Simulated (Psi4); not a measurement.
# MP2/cc-pV(Q+d)Z (density fitting with def2-universal-jkfit, density fitting for correlation, sweep point 6) run of GeH2ClF (SMILES [F][GeH2][Cl])

What is the vertical electron affinity of GeH2ClF at MP2/cc-pV(Q+d)Z (density fitting with def2-universal-jkfit, density fitting for correlation, sweep point 6)? 

Program for the calculation: Psi4 1.11.

## (1) The system as given

GeH2ClF has 5 atoms, charge 0, and is taken as a singlet. As SMILES, `[F][GeH2][Cl]`. The coordinates come from a PBE0-D4/def2-TZVP relaxation.

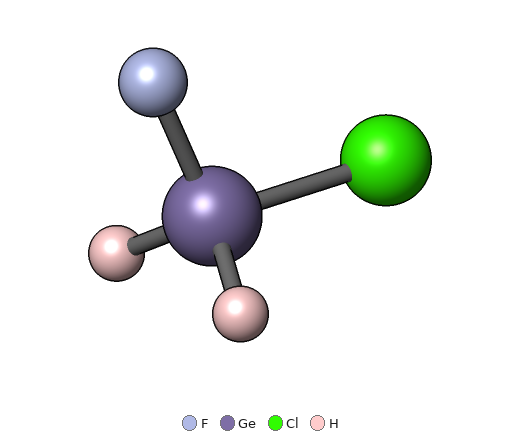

The structure, seen from a chosen angle (fluorine light blue, germanium purple, chlorine green, hydrogen pink).

## (2) A single-point energy at MP2/cc-pV(Q+d)Z (density fitting with def2-universal-jkfit, density fitting for correlation, sweep point 6)

Contents of calc.dat:

```
memory 1.6 GB

molecule mol {
  F     -0.242000    -0.508000     1.588600
  Ge     0.139900    -0.089200    -0.045500
  Cl    -1.390300     1.244900    -0.698900
  H      0.067600    -1.375500    -0.867400
  H      1.474700     0.654200    -0.018300
  symmetry c1
}

set {
  reference       rhf
  puream          true
  scf_type        df
  num_frozen_docc 15
  df_basis_scf    def2-universal-jkfit
}

E, wfn = energy('mp2/cc-pV(Q+d)Z', return_wfn=True)
```

Launch:

```
psi4 calc.dat calc.out -n 1
```

calc.out:

```text
[...]
  Running in c1 symmetry.
[...]
  Nuclear repulsion =  281.182606757185397
[...]
  Multiplicity = 1
[...]
  Nalpha       = 30
  Nbeta        = 30
[...]
    Number of basis functions: 247
[...]
   @DF-RHF iter   1: -2634.64475267804255   -3.21381e+00   9.23614e-03 DIIS/ADIIS
[...]
   @DF-RHF iter  11: -2635.66893702583911   -2.59206e-11   6.41578e-09 DIIS
[...]
    Orbital Energies [Eh]
    ---------------------
    Doubly Occupied:
       1A   -405.300732     2A   -104.838472     3A    -52.204610
       4A    -46.292905     5A    -46.292351     6A    -46.291695
       7A    -26.271685     8A    -10.565234     9A     -8.032066
      10A     -8.030795    11A     -8.030741    12A     -7.252556
      13A     -5.229737    14A     -5.228444    15A     -5.226619
      16A     -1.719036    17A     -1.707282    18A     -1.703143
      19A     -1.700793    20A     -1.700594    21A     -1.546202
      22A     -1.099680    23A     -0.768086    24A     -0.651025
      25A     -0.647202    26A     -0.626299    27A     -0.531519
      28A     -0.520116    29A     -0.477969    30A     -0.461855
[...]
  @DF-RHF Final Energy: -2635.66893702583911
   => Energetics <=
    Nuclear Repulsion Energy =            281.1826067571853969
    One-Electron Energy =               -4231.8041918060753233
    Two-Electron Energy =                1314.9526480230508696
    Total Energy =                      -2635.6689370258391136
[...]
 Multipole Moments:
 ------------------------------------------------------------------------------------
     Multipole            Electronic (a.u.)      Nuclear  (a.u.)        Total (a.u.)
 ------------------------------------------------------------------------------------
 L = 1.  Multiply by 2.5417464519 to convert [e a0] to [Debye]
 Dipole X            :          2.0570160           -1.3410865            0.7159295
 Dipole Y            :         -1.6431462            1.4129620           -0.2301842
 Dipole Z            :          0.5195614           -1.1556266           -0.6360652
 Magnitude           :                                                    0.9849461
[...]
```

Run time: 8.7 s. Hardware: 1 thread of AMD EPYC 9R45 (Zen 5), shared host; peak memory 0.84 GiB.

## (3) The doublet anion, same level

Contents of job.inp:

```
memory 1600 mb

molecule molecule1 {
  -1 2
  F     -0.242000    -0.508000     1.588600
  Ge     0.139900    -0.089200    -0.045500
  Cl    -1.390300     1.244900    -0.698900
  H      0.067600    -1.375500    -0.867400
  H      1.474700     0.654200    -0.018300
  units angstrom
  symmetry c1
}

set {
  reference uhf
  puream true
  scf_type df
  num_frozen_docc 15
  maxiter 100
  df_basis_scf def2-universal-jkfit
}

energy("mp2/cc-pV(Q+d)Z")
```

Launch:

```
psi4 -i job.inp -o job.out -n 1
```

job.out:

```text
[...]
  Running in c1 symmetry.
[...]
  Nuclear repulsion =  281.182606757185397
[...]
  Multiplicity = 2
[...]
  Nalpha       = 31
  Nbeta        = 30
[...]
    Number of basis functions: 247
[...]
   @DF-UHF iter   1: -2634.29841547167780   -2.86748e+00   9.70095e-03 ADIIS/DIIS
[...]
   @DF-UHF iter  27: -2635.59329767294548   -1.06866e-10   5.85523e-09 DIIS
[...]
   @S^2 Observed:                7.559279543E-01
[...]
    Orbital Energies [Eh]
    ---------------------
    Alpha Occupied:
       1A   -405.079394     2A   -104.646847     3A    -51.983051
       4A    -46.071703     5A    -46.071001     6A    -46.070265
       7A    -26.072050     8A    -10.374980     9A     -7.841866
      10A     -7.840688    11A     -7.840287    12A     -7.032086
      13A     -5.009954    14A     -5.008246    15A     -5.006348
      16A     -1.502425    17A     -1.485819    18A     -1.483365
      19A     -1.481243    20A     -1.479356    21A     -1.352493
      22A     -0.914837    23A     -0.569383    24A     -0.454840
      25A     -0.453327    26A     -0.436300    27A     -0.330245
      28A     -0.329418    29A     -0.298708    30A     -0.267799
      31A      0.063259
[...]
  @DF-UHF Final Energy: -2635.59329767294548
   => Energetics <=
    Nuclear Repulsion Energy =            281.1826067571853969
    One-Electron Energy =               -4244.1284484124817027
    Two-Electron Energy =                1327.3525439823508805
    Total Energy =                      -2635.5932976729454822
  UHF NO Occupations:
  HONO-2 :   29  A 1.9996015
  HONO-1 :   30  A 1.9978940
  HONO-0 :   31  A 1.0000000
  LUNO+0 :   32  A 0.0021060
  LUNO+1 :   33  A 0.0003985
[...]
 Multipole Moments:
 ------------------------------------------------------------------------------------
     Multipole            Electronic (a.u.)      Nuclear  (a.u.)        Total (a.u.)
 ------------------------------------------------------------------------------------
 L = 1.  Multiply by 2.5417464519 to convert [e a0] to [Debye]
 Dipole X            :          0.9110691           -1.3410865           -0.4300174
 Dipole Y            :         -1.1469878            1.4129620            0.2659742
 Dipole Z            :          1.2326021           -1.1556266            0.0769754
 Magnitude           :                                                    0.5114513
[...]
```

It took 16 s on 1 thread of AMD EPYC 9R45 (Zen 5), shared host; peak memory 0.84 GiB.

## (4) What came out

At MP2/cc-pV(Q+d)Z (density fitting with def2-universal-jkfit, density fitting for correlation, sweep point 6), 15 core orbitals frozen:

```
                                                                 quantity           value
                                            singlet GeH2ClF: total energy  -2636.41976 Eh
                     singlet GeH2ClF: HOMO energy (Hartree–Fock orbitals)       -12.57 eV
                     singlet GeH2ClF: LUMO energy (Hartree–Fock orbitals)         2.34 eV
                   singlet GeH2ClF: HOMO–LUMO gap (Hartree–Fock orbitals)        14.91 eV
            singlet GeH2ClF: correlation energy (15 core orbitals frozen)      -750.8 mEh
                                              doublet anion: total energy  -2636.36612 Eh
doublet anion: HOMO energy (Hartree–Fock orbitals) (highest over α and β)         1.72 eV
 doublet anion: LUMO energy (Hartree–Fock orbitals) (lowest over α and β)         6.94 eV
              doublet anion: correlation energy (15 core orbitals frozen)      -772.8 mEh
                         doublet anion: ⟨S²⟩ of the reference determinant           0.756
                        vertical electron affinity (to the doublet anion)       -1.460 eV
```

What this shows: The anion lies 1.46 eV (141 kJ/mol) above the neutral: the electron isn't bound at this level, and such a value depends on the basis. The HOMO (doublet anion) lies at positive energy, 1.72 eV: the electron is unbound at this level or held by a compact basis; values depend on the basis.
